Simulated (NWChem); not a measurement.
A convergence study on BH3O3 (boric acid)

The species is BH3O3 (7 atoms), meant as a singlet with charge 0. As SMILES, `OB(O)O`. The coordinates come from a PBE0-D4/def2-TZVP relaxation. This is a higher conformer, about 20 kJ/mol above the lowest found by a separate search.

```xyz
7

O    -1.1097    0.8026    0.3219
B    -0.0122   -0.0068    0.2287
O     0.5012   -0.4693    1.4001
O     0.6007   -0.3813   -0.9454
H    -1.4574    1.1186   -0.5115
H     1.2668   -1.0282    1.2545
H     0.2105   -0.0357   -1.7483
```

Program: NWChem 7.3.0. Method: M06-2X/6-311+G**. Swept: integration grid. Watched: the total energy. Each run: energy. Hardware: 1 thread of Intel Xeon Platinum 8259CL at 2.50GHz (Skylake/Cascade Lake), shared host.

Deviations are taken from the sweep's last point, which isn't the limit.

```
integration grid  energy (Eh)  from the best (mEh)  wall time
    lebedev 20 3  -246.346909            +6135.010       16 s
    lebedev 35 6  -252.481104               +0.815       20 s
    lebedev 50 8  -252.481894               +0.025       22 s
   lebedev 75 11  -252.481917               +0.002       28 s
   lebedev 99 14  -252.481919                0.000       43 s
  lebedev 150 18  -252.481919                0.000    1.8 min
```

Problem. For a target of 2 mEh, where can one stop?

Solution. lebedev 35 6: it is 0.815 mEh off and takes 20 s, against 1.8 min for lebedev 150 18.

Problem. Which is the coarsest setting good to 0.01 mEh?

Solution. lebedev 75 11: it is 0.002 mEh off and takes 28 s, against 1.8 min for lebedev 150 18.

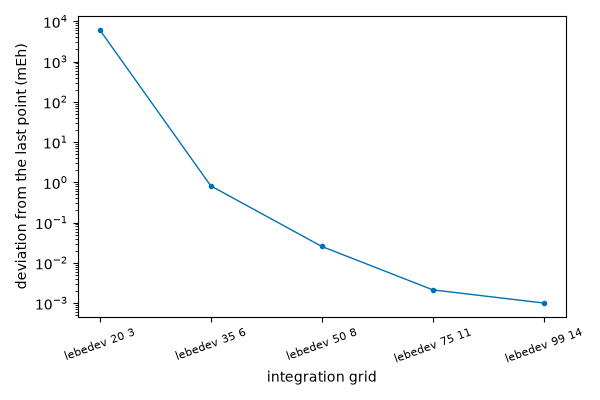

Absolute deviation from the last point of the sweep; values under 0.001 mEh are drawn at that floor.
